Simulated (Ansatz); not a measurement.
# From PBE to G0W0: GaN (F-43m)

Wanted: the gap of GaN (F-43m) with a many-body correction, and the time that it takes.

Program: Ansatz 0.2.0. Level of theory: PBE, then G0W0 on it, plane waves, PAW. Results are calculated unless marked as measured.

**The experiments to reproduce.**

- Gap 3.23 eV: absorption onset (direct gap at Gamma) of unexcited film, from imaginary part of dielectric function; spectroscopic ellipsometry (steady-state reference of time-resolved measurement); 300 K; film on 3C-SiC/Si(001) (“Femtosecond pump-probe absorption edge spectroscopy of cubic GaN”, 2022, arxiv:2206.02223).

## 1. The structure

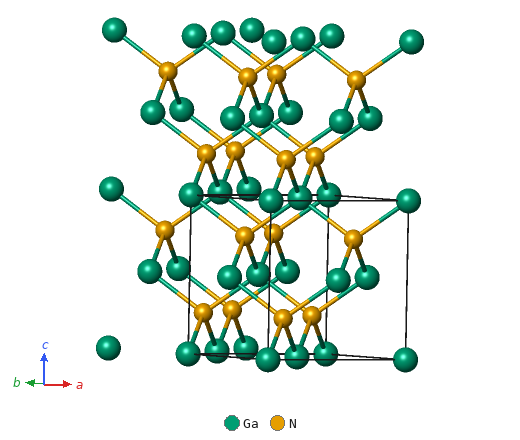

The starting structure, seen slightly off an axis (gallium teal, nitrogen orange). 1×2×2 cells are drawn. This picture shows the conventional cell, with its axes. Bonds to atoms that aren't drawn are left out. Some periodic images of atoms are drawn too.

The cell and positions are those that the Materials Project relaxed with its own functionals (PBE, PBE+U or r2SCAN), kept fixed. This is not the form that GaN usually takes at ambient conditions.

## 2. Bands along the symmetry lines

Levels along a band path and on the mesh show where this functional puts the band edges.

This step: DFT, PBE, plane waves, PAW; PAW set soft_1.

File input.yaml:

```yaml
crystal:
  lattice:
    - [0.0, 2.2535006075, 2.2535006075]
    - [2.2535006075, 0.0, 2.2535006075]
    - [2.2535006075, 2.2535006075, 0.0]
  atoms:
    - { symbol: Ga, position: [0.0, 0.0, 0.0] }
    - { symbol: "N", position: [0.75, 0.75, 0.75] }
kpoints:
  mp_grid: { grid: [8, 8, 8] }
  band_path:
    path:
      - [[0.0, 0.0, 0.0], [-0.5, -0.5, 0.0], [-0.375, -0.375, 0.25]]
      - [[-0.375, 0.0, 0.375], [0.0, 0.0, 0.0], [0.0, 0.0, 0.5], [-0.5, -0.25, 0.25], [-0.5, -0.5, 0.0]]
    npoints: 10
hamiltonian:
  xc: pbe
  pseudopotentials: { kind: paw, azcp: { folder: soft_1 } }
scf:
  occupations: { method: fermi_dirac, width: 0.02 }
  n_extra_bands: 4
output:
  eigenvalues: true
  write_density: true
  write_potential: true
  elf: true
  volumetric_format: npy
```

The run is started by

```sh
$ ansatz run input.yaml --threads 3 --pin off --max-ram 92160MiB --backend cuda --events-out ev --progress --plain --runs-dir out --devices 1 --max-vram 13GiB
```

Numbers of over 12 decimals in the logs are rounded to 6 here.

Output:

```text
scf.n_extra_bands = 4 over 9 filled bands (N_el = 18.0): the run solves 13 bands
GPUs: using 1 of 1 available (devices: 1).
Engine: ansatz 0.2.0, x86_64-unknown-linux-gnu
Pseudopotentials: kind: paw
Pseudopotential: Ga, paw, valence charge 13, recommended cutoff 420 eV (normal), soft_1/Ga.paw.azcp
Pseudopotential: N, paw, valence charge 5, recommended cutoff 420 eV (normal), soft_1/N.paw.azcp
Functional definition: PBE
  parameter kappa = 0.804
  parameter beta = 0.066725
  exchange = pbe_x(kappa = kappa, mu = beta*pi^2/3)
  correlation = pbe_c(beta = beta)
device memory: the entry about to start is reckoned to put 0.6 GiB on a device that reports 60.9 GiB free (of which the cap on the GPU budget leaves the run 13.0 GiB)
GPU FFT provider: cuFFT
GPU libraries: cuBLAS 13.8.2, cuFFT 12.4.0, cuSOLVER 12.3.4
Crystal: 2 atoms, lattice volume = 22.888 Å³
Basis set: ecut = 420 eV, 459 PW (Γ)
Bands: 13, of which v1, the nominal top of the filled ones, is band 9 counted from 1 (8 counted from 0)
Symmetry: 24 space group operations
Space group: F-43m (ITA 216), of the structure as read, at distance tolerance 2.8e-5 Å
k-points: 29 of 512 (time reversal used)
Non-local potential: Ga, projectors of the file, l = 0: 2, l = 1: 2, l = 2: 3, l = 3: 1
Non-local potential: N, projectors of the file, l = 0: 2, l = 1: 2, l = 2: 1
PAW form: soft (Blöchl's): semilocal exchange-correlation on the pseudo side does not see the compensation charge
PAW one-centre angular grid: Ga, 590 points (default); XC on 64 Gauss nodes
PAW one-centre angular grid: N, 110 points (default); XC on 64 Gauss nodes
Initial density: superposition of atomic densities (chi_scale 0.1, normalization cell, long waves kept (reshape's long-wave potential 0.00 eV rms))
Initial wavefunctions: pseudopotential atomic-orbital guess
GPU buffer pool allocated for 13824 grid points (all kernels)
GPU transforms: local potential and band sums: pruned to the plane-wave sphere, on 24×24×24
Functional: x = pbe(κ = 0.804, μ = 0.219515), c = pbe(β = 0.066725)
SCF iter   1: F=—  HF=-4168.581743 eV  |F-HF|=—  |Δ(HF+E_count)|=         —  Δρ=1.12e-1  dr2=2.52e0  ethr=3.10e-3  ⟨swp⟩=4.2  Hψ=1938  notcnv=0
preconditioner: auto → none  [insulator: Δε(μ)=2.563 eV  Ē_g=19.107 eV  σ=0.020 eV  W_gap=1.00  n_scr=8 (ndim 8)  ℏωp=32.9 eV  f_vac=0.000  D(μ)=0.00/eV (n_scr^D=0)  ε∞_Penn≈4.0]
SCF iter   2: F=—  HF=-4167.982270 eV  |F-HF|=—  |Δ(HF+E_count)|=   5.99e-1  Δρ=4.32e-2  dr2=3.62e-1  ethr=3.10e-3  ⟨swp⟩=2.7  Hψ=932  notcnv=0
SCF iter   3: F=—  HF=-4167.909575 eV  |F-HF|=—  |Δ(HF+E_count)|=   7.27e-2  Δρ=1.18e-2  dr2=1.30e-2  ethr=2.01e-3  ⟨swp⟩=2.7  Hψ=689  notcnv=0
SCF iter   4: F=—  HF=-4167.902695 eV  |F-HF|=—  |Δ(HF+E_count)|=   6.88e-3  Δρ=2.12e-3  dr2=5.06e-4  ethr=7.22e-5  ⟨swp⟩=2.0  Hψ=980  notcnv=0
SCF iter   5: F=—  HF=-4167.902573 eV  |F-HF|=—  |Δ(HF+E_count)|=   1.22e-4  Δρ=3.53e-4  dr2=1.23e-5  ethr=2.81e-6  ⟨swp⟩=2.0  Hψ=747  notcnv=0
SCF iter   6: F=—  HF=-4167.902617 eV  |F-HF|=—  |Δ(HF+E_count)|=   4.45e-5  Δρ=2.36e-5  dr2=7.44e-8  ethr=5.56e-10  ⟨swp⟩=2.8  Hψ=1992  notcnv=0
SCF iter   7: F=-4167.902617 eV  HF=-4167.902617 eV  |F-HF|=3.91e-10  |Δ(HF+E_count)|=   1.11e-7  Δρ=1.77e-6  dr2=5.52e-10  ethr=4.13e-10  ⟨swp⟩=1.0  Hψ=1129  notcnv=0
SCF 1 converged in 7 iterations: F = -4167.902617 eV  dr2 = 5.52e-10
  greatest PAW one-centre occupation: 0.995 electrons in one spin orbital (limit 2), on the Ga atom at site 0 (counted from 0), in its partial waves of l = 2
device memory: the entry about to start is reckoned to put 0.7 GiB on a device that reports 60.9 GiB free (of which the cap on the GPU budget leaves the run 13.0 GiB)
NSCF: frozen V_eff on 62 k-points, pencils in batches of 32, up to order 60
SCF converged after 7 iterations
Free energy (F): -4167.902617 eV
Harris-Foulkes:  -4167.902617 eV  (|F-HF|=3.91e-10)
Internal energy: -4167.902617 eV  (E = F + TS)
E sigma→0 (E₀):  -4167.902617 eV
Fermi energy:    10.508980 eV
--- Per-component energies (eV) ---
  E_band       = -5.810289
  E_kinetic    = 240.840316
  E_local      = -1414.428906  (includes V_loc(G=0)·N_el)
  E_nonlocal   = -54.741312
  E_hartree    = 894.722284
  E_xc         = -122.351692
  E_vxc        = -130.981933  (∫ρ·V_xc dr)
  E_paw        = -2124.509167  (= ΣΔE_a)
  E_vpaw       = -435.943534  (= ΣTr[D̂ρ^β])
  E_aug_tail   = 0.000814  (compensation charges beyond the density's cutoff)
  E_ewald      = -1587.434954
  E_smearing   = -0.000000  (= −TS)
  E_closure    = 0.000000  (closes the sum)
  Σ components = -4167.902617   (vs F -4167.902617, Δ=0.00e0)
--- Band table (eV; the first three rows and the last of 29) ---
  k-point 0: bands = [... 5 lower, -3.5295, 9.6387, 9.6387, 9.6387, 11.3572, 19.9568, 19.9568, 19.9568]
  k-point 1: bands = [... 5 lower, -3.5311, 8.1112, 9.4772, 9.4772, 12.5079, 19.2461, 20.1936, 20.1936]
  k-point 2: bands = [... 5 lower, -3.4738, 5.7841, 9.1188, 9.1188, 13.6982, 18.4235, 20.4109, 20.4109]
  k-point 28: bands = [... 5 lower, -1.5532, 3.9466, 5.9490, 6.0042, 15.8595, 18.0263, 19.9071, 20.7509]
```

Run time: 6.3 s. Hardware: 1 × NVIDIA H100 80GB HBM3 (shared by 6 runs) with 3 threads of AMD EPYC 7R13 (Zen 3), shared host; peak memory 0.88 GiB.

Reading the cycles: dr2 is the Hartree energy of the density residual (eV), the measure of convergence; HF is the Harris–Foulkes estimate of the energy, which meets the free energy F at convergence.

Numbers from this step:

| Property | Result |
| --- | --- |
| filled bands | 9 |
| gap | 1.718 eV |
| valence top at | Γ |
| conduction bottom at | Γ |
| least direct gap | 1.718 eV |

Over mesh and path the gap is 1.718 eV, direct, at k = Γ.

The electronic bands at the labelled points (eV, zero at the top of the highest nominally filled band):

```tsv
point	band 6	band 7	band 8	band 9	band 10	band 11	band 12	band 13
Γ	-13.17	0.00	0.00	0.00	1.72	10.32	10.32	10.32
X	-11.47	-6.12	-2.70	-2.70	3.35	6.67	11.70	13.96
U	-11.31	-5.86	-4.25	-2.17	5.00	7.86	11.07	12.84
jump to K	-11.31	-5.86	-4.25	-2.17	5.00	7.86	11.07	12.84
Γ	-13.17	0.00	0.00	0.00	1.72	10.32	10.32	10.32
L	-11.90	-7.03	-0.97	-0.97	4.64	8.72	10.37	10.37
W	-11.19	-5.69	-3.69	-3.63	6.22	8.39	10.27	11.11
X	-11.47	-6.12	-2.70	-2.70	3.35	6.67	11.70	13.96
```

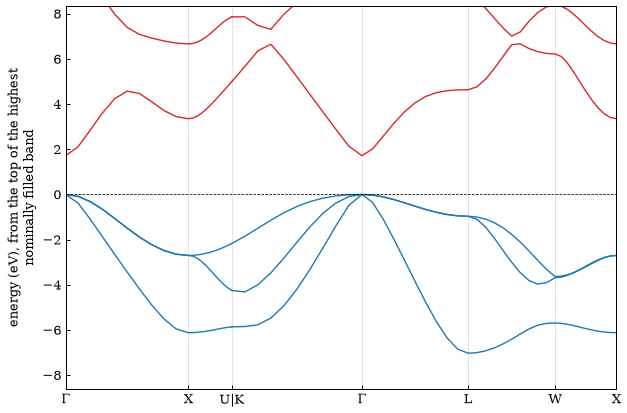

Electronic bands along the path; lines of filled and empty bands in two colours.

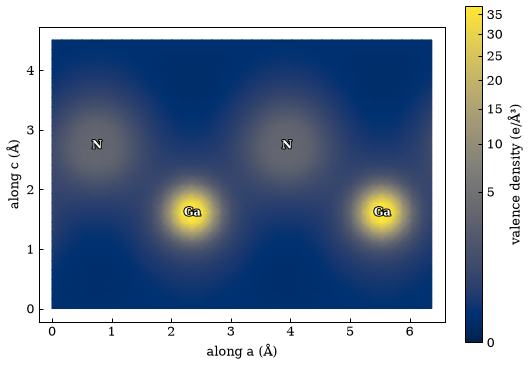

Valence density in the ac plane of a cell with a along [110], b along [-110] and c along [001] of the cube at fractional y = 0.000, with atoms of Ga and N within 0.2 Å of it. It is the smooth field of the valence electrons, not physical close to the nuclei. The map starts off the cell's origin, so that atoms lie inside it. The colour scale is stretched toward low values.

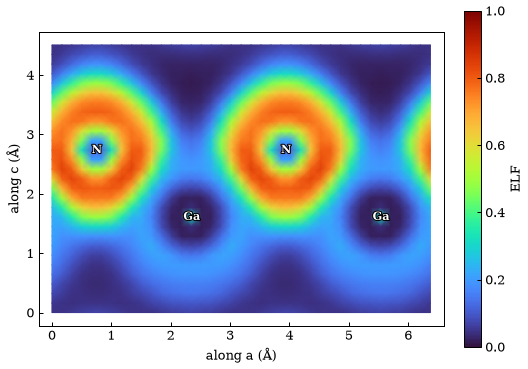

ELF in the ac plane of a cell with a along [110], b along [-110] and c along [001] of the cube at fractional y = 0.000, with atoms of Ga and N within 0.2 Å of it. It is the smooth field of the valence electrons, not physical close to the nuclei. The map starts off the cell's origin, so that atoms lie inside it.

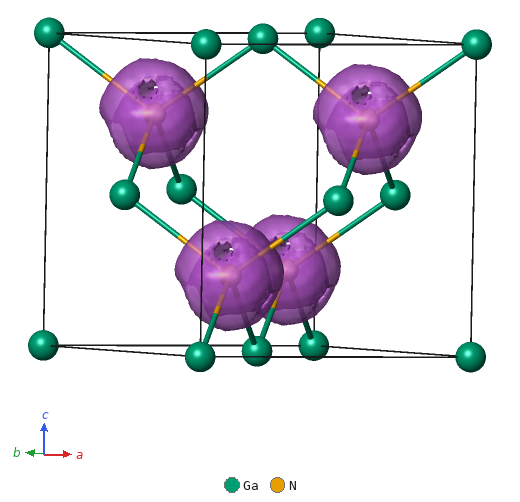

Surface of ELF = 0.77. Bonds to atoms that aren't drawn are left out.

## 3. The quasiparticle correction

G0W0 replaces the xc potential by a self-energy built once from the orbitals of the start. Levels are corrected in the window of bands that the input names, at points of the mesh.

This step: G0W0 on PBE, plane waves, PAW.

File input.yaml:

```yaml
crystal:
  lattice:
    - [0.0, 2.2535006075, 2.2535006075]
    - [2.2535006075, 0.0, 2.2535006075]
    - [2.2535006075, 2.2535006075, 0.0]
  atoms:
    - { symbol: Ga, position: [0.0, 0.0, 0.0] }
    - { symbol: "N", position: [0.75, 0.75, 0.75] }
kpoints:
  mp_grid: { grid: [10, 10, 10] }
hamiltonian:
  xc: pbe
  pseudopotentials: { kind: paw, source: ansatz }
scf:
  occupations: { method: fixed }
gw:
  n_empty_bands: 384
  ecut_chi: 380
  qp_bands: [v2, c2]
  qp_kpoints: band_edges
  screening: { model: contour_deformation }
```

Output:

```text
GPUs: using 1 of 1 available (devices: 1).
[...]
GPU FFT provider: cuFFT
GPU libraries: cuBLAS 13.8.2, cuFFT 12.4.0, cuSOLVER 12.3.4
Crystal: 2 atoms, lattice volume = 22.888 Å³
Basis set: ecut = 1020 eV, 1687 PW (Γ)
Bands: 17, of which v1, the nominal top of the filled ones, is band 13 counted from 1 (12 counted from 0)
Symmetry: 24 space group operations
[...]
k-points: 47 of 1000 (time reversal used)
[...]
GPU buffer pool allocated for 64000 grid points (all kernels)
[...]
SCF iter   1: F=—  HF=-8799.421917 eV  |F-HF|=—  |Δ(HF+E_count)|=         —  Δρ=1.00e-1  dr2=2.19e0  ethr=3.10e-3  ⟨swp⟩=5.0  Hψ=3667  notcnv=0  defer=90
[...]
SCF iter   7: F=-8798.883441 eV  HF=-8798.883441 eV  |F-HF|=1.98e-8  |Δ(HF+E_count)|=   3.47e-7  Δρ=2.44e-5  dr2=5.04e-8  ethr=3.85e-10  ⟨swp⟩=6.1  Hψ=4326  notcnv=0
SCF 1 converged in 7 iterations: F = -8798.883441 eV  dr2 = 5.04e-8
[...]
NSCF: frozen V_eff on 47 k-points, pencils in batches of 32, up to order 68
the band table was solved once the SCF had ended and its energy, with any forces and stress, was formed, with the checks that follow a solve (5070 applications of the Hamiltonian). They found nothing against the state; the energy, forces and stress were not computed again (output.eigenvalues in the input reference)
[...]
NSCF: frozen V_eff on 47 k-points
G₀W₀ screening: q 1/47
[... further progress lines ...]
[...]
SCF converged after 7 iterations
Free energy (F): -8798.883441 eV
[...]
Internal energy: -8798.883441 eV  (E = F + TS)
E sigma→0 (E₀):  -8798.883441 eV
Fermi energy:    11.048649 eV
[...]
--- Band table (eV; the first three rows and the last of 47) ---
  k-point 0: bands = [... 9 lower, -2.1281, 11.0486, 11.0486, 11.0486, 12.7823, 21.3634, 21.3634, 21.3634]
  k-point 1: bands = [... 9 lower, -2.1294, 9.9512, 10.9422, 10.9422, 13.6385, 20.8652, 21.5266, 21.5266]
  k-point 2: bands = [... 9 lower, -2.1281, 8.1421, 10.6805, 10.6805, 14.7184, 20.0854, 21.7878, 21.7878]
  k-point 46: bands = [... 9 lower, -0.1736, 5.3020, 7.4626, 7.4924, 16.8784, 19.2526, 21.7786, 22.2416]
--- G₀W₀: contour deformation, 8 samples at zero and on the imaginary axis and 4 off it, 1000 q-points, 384 empty bands' worth ---
  eigenvalues of the whole cell's RPA ε∞ on this k-mesh (on a slab, of 1 + 4πα/V) = 5.7434, 5.7434, 5.7434; static W/v taken at q = 0 is 0.174114
  bands read: the sum over 397 bands ends inside a degenerate multiplet in 3 slots, whose members it reads at an even weight; the widest, k=0: bands 396 to 398 (counted from 1) at 2/3 each
  gw.qp_kpoints: band_edges: 18 of 47 stored k-points solved, in 1 pass; an edge of the gap read off the rows below is read off those points alone
    valence top: of the k-points left out ik 7 came nearest to being solved in a further pass, in band 13 (counted from 1, as in the quasiparticle table): it holds the edge there only if its correction is more favourable than any solved in that band by at least 0.537 eV; those differ by 0.153 eV
    conduction bottom: of the k-points left out ik 7 came nearest to being solved in a further pass, in band 14 (counted from 1, as in the quasiparticle table): it holds the edge there only if its correction is more favourable than any solved in that band by at least 1.958 eV; those differ by 0.378 eV
    ik  band        ε_KS         Σx   Σc(E_QP)       V_xc       Z   E_QP_lin       E_QP  E_QP is
     0    12     11.0486   -23.8144     2.5635   -20.2669  0.7684    10.0517    10.0647  root
     0    13     11.0486   -23.8144     2.5635   -20.2669  0.7684    10.0517    10.0647  root
     0    14     12.7823   -11.6458    -3.8444   -15.6857  0.8062    12.9779    12.9776  root
     0    15     21.3634    -7.8730    -5.4888   -13.8811  0.7989    21.8865    21.8827  root
     1    12     10.9422   -23.7110     2.6050   -20.1125  0.7681     9.9352     9.9487  root
     1    13     10.9422   -23.7110     2.6050   -20.1125  0.7681     9.9352     9.9487  root
     1    14     13.6385   -12.4083    -3.7730   -16.3746  0.7976    13.8321    13.8318  root
     1    15     20.8652    -8.0000    -5.4956   -13.9997  0.7968    21.3731    21.3692  root
     2    12     10.6805   -23.4531     2.6936   -19.7456  0.7672     9.6518     9.6665  root
     2    13     10.6805   -23.4531     2.6936   -19.7456  0.7672     9.6518     9.6665  root
     2    14     14.7184   -11.4441    -4.3596   -16.1130  0.7950    15.0286    15.0277  root
     2    15     20.0854    -8.4428    -5.5552   -14.4818  0.7888    20.5729    20.5693  root
     3    12     10.3846   -23.1548     2.7779   -19.3438  0.7661     9.3355     9.3514  root
     3    13     10.3846   -23.1548     2.7779   -19.3438  0.7661     9.3355     9.3514  root
     3    14     15.4003   -10.5531    -4.6919   -15.6187  0.8006    15.7755    15.7740  root
     3    15     19.7152    -8.8900    -5.7660   -15.1195  0.7708    20.1821    20.1788  root
     4    12     10.1631   -22.9246     2.8338   -19.0453  0.7653     9.1008     9.1176  root
     4    13     10.1631   -22.9246     2.8338   -19.0453  0.7653     9.1008     9.1176  root
     4    14     15.6529   -10.1908    -4.7445   -15.3260  0.8082    16.0452    16.0436  root
     4    15     19.7253    -8.9999    -6.0212   -15.4585  0.7533    20.1662    20.1628  root
     5    12     10.0821   -22.8381     2.8529   -18.9355  0.7649     9.0154     9.0324  root
     5    13     10.0821   -22.8381     2.8529   -18.9355  0.7649     9.0154     9.0324  root
     5    14     15.6973   -10.1310    -4.7350   -15.2586  0.8111    16.0915    16.0899  root
     5    15     19.7774    -8.9705    -6.1199   -15.5131  0.7462    20.2037    20.2001  root
     6    12     10.7334   -23.5060     2.6643   -19.8320  0.7677     9.7092     9.7238  root
     6    13     10.7334   -23.5060     2.6643   -19.8320  0.7677     9.7092     9.7238  root
     6    14     13.9091   -12.5998    -3.7896   -16.5897  0.7946    14.1097    14.1093  root
     6    15     20.5282    -7.9631    -5.3873   -13.8564  0.8033    21.0381    21.0341  root
    13    12      9.8317   -22.6128     2.8752   -18.6770  0.7647     8.7519     8.7711  root
    13    13     10.6914   -23.4518     2.6964   -19.7428  0.7670     9.6643     9.6789  root
    13    14     15.4427   -11.2615    -4.6386   -16.2651  0.7901    15.8093    15.8077  root
    13    15     19.7981    -8.9042    -5.5253   -14.9200  0.7873    20.2922    20.2886  root
    14    12     10.3844   -23.1287     2.7495   -19.3465  0.7669     9.3356     9.3518  root
    14    13     10.9225   -23.6902     2.6232   -20.0715  0.7678     9.9134     9.9270  root
    14    14     14.4586   -12.0584    -4.1355   -16.4630  0.7928    14.7284    14.7277  root
    14    15     20.3289    -8.3476    -5.4599   -14.3114  0.7973    20.8368    20.8328  root
    18    12      8.4123   -21.8354     3.2393   -17.4872  0.7549     7.2735     7.3034  root
    18    13      9.4148   -22.2120     3.0151   -18.1117  0.7618     8.3090     8.3296  root
    18    14     16.7898    -9.4774    -4.8454   -14.6816  0.8015    17.1502    17.1486  root
    18    15     18.6158    -9.9549    -5.4508   -15.8890  0.7753    19.1026    19.0991  root
[...]
38    12      7.4043   -21.2221     3.5554   -16.5327  0.7427     6.2361     6.2703  root
    38    13      9.2203   -21.9717     3.0372   -17.8423  0.7614     8.1061     8.1281  root
    38    14     17.7746    -9.0580    -4.8480   -14.2187  0.7968    18.0887    18.0873  root
    38    15     18.2528   -10.5242    -5.6151   -16.6892  0.7719    18.8083    18.8026  root
    43    12      7.9898   -20.4897     3.2466   -16.1257  0.7530     6.8436     6.8724  root
    43    13      8.0209   -21.2565     3.3879   -16.7312  0.7516     6.8538     6.8835  root
    43    14     15.2329    -9.1323    -4.1483   -13.4349  0.8149    15.3873    15.3870  root
    43    15     18.2699   -10.3192    -5.2471   -16.1313  0.7980    18.8391    18.8348  root
    46    12      7.4626   -21.5868     3.6785   -16.7404  0.7443     6.2564     6.2947  root
    46    13      7.4924   -19.6434     3.2944   -15.2413  0.7475     6.3498     6.3848  root
    46    14     16.8784    -9.6528    -4.5663   -14.4742  0.7960    17.1344    17.1336  root
    46    15     19.2526   -11.3063    -5.9889   -18.0088  0.7672    19.9749    19.9662  root
```

The job ended after 7.9 min (1 × NVIDIA H100 80GB HBM3 (shared by 6 runs) with 3 threads; peak memory 3.7 GiB).

This step gave:

- bands summed: 397
- RPA ε∞ on this mesh (eigenvalues): 5.743, 5.743, 5.743
- plane waves in the screening matrix: 387
- q-points in the mesh: 1000
- G0W0 gap over the corrected points: 2.913 eV
- k of the valence top: 0, 0, 0
- k of the conduction bottom: 0, 0, 0
- starting gap on the mesh: 1.734 eV
- Z at the valence top: 0.7684
- Z at the conduction bottom: 0.8062
- least direct G0W0 gap over the corrected points: 2.913 eV

Over 18 of 47 irreducible mesh points the G0W0 gap is 2.913 eV, direct, at k = Γ. The PBE gap of this run on the mesh is 1.734 eV. The two states that bound the G0W0 gap lie that far apart at the start, so the correction of the gap is 2.913 − 1.734 = +1.179 eV. The start of this run differs from the step before in mesh (8×8×8 and 10×10×10), files (soft_1 PAW and hard PAW) and plane-wave cutoff (420 eV and 1020 eV).

Labels follow the order of the start: v1 is the top filled band, c1 the lowest empty one; levels that stay degenerate share a row, the window can cut a multiplet, doubted levels are not marked in this list, bands outside the window were not corrected, and the list may be a part of the corrected levels. The levels before and after the correction (eV, zero at the valence-band top of each column):

```tsv
	conduction bottom	valence top
Kohn-Sham	1.73	0.00
G0W0	2.91	0.00
```

```tsv
	level	occupation	energy (eV)
Kohn-Sham	Γ v2-v1	2	0.000
Kohn-Sham	Γ c1	0	1.734
Kohn-Sham	Γ c2	0	10.315
G0W0	Γ v2-v1	2	0.000
G0W0	Γ c1	0	2.913
G0W0	Γ c2	0	11.818
```

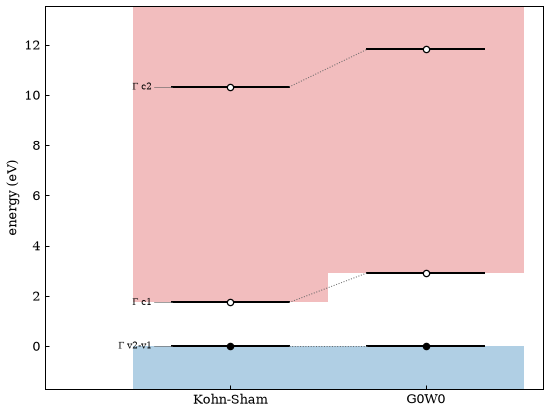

Levels before and after the correction. Shaded: valence and conduction bands. Filled marks are occupied levels, open marks empty ones.

The parts of the quasiparticle energy for the two states that bound the G0W0 gap, in eV on the run's own scale (QP = start + Σx + Σc − Vxc, with Σc at the quasiparticle energy):

```tsv
edge	k	band	start	Σx	Σc	Vxc	Z	QP
valence top	Γ	12	11.049	−23.814	2.563	−20.267	0.768	10.065
conduction bottom	Γ	14	12.782	−11.646	−3.844	−15.686	0.806	12.978
```

(Part 1 of 2 ends here.)

[Paths, hosts, dates, memory and timing lines, banners, echoed tables and standing remarks are left out of the program output.]

[Logs are printed without paths, hosts, clocks, repeated set-up lines and the standing remarks that a program may print on its own settings, such as how far it seeks lower states.]

[Runs of the session that timed out or met a known fault of the program may be left out.]

[Cells called generated may have been cut or substituted from an entry of the Crystallography Open Database or the Materials Project.]

[Hosts, paths, dates, database ids (printed as entryN), source tags and the programs' standing remarks are cut or masked in the printed files.]

[Where an RPA ε∞ is given, it is that of the G0W0 mesh and is not shown converged in it. Names of k-points follow the symmetry that the program found, which can be lower than the space group named. Band edges on a path are those of the sampled points; other points can move an edge, and change direct to indirect where valleys lie close.]

[Hybrid gaps are those of their k-mesh and are not shown converged in it.]
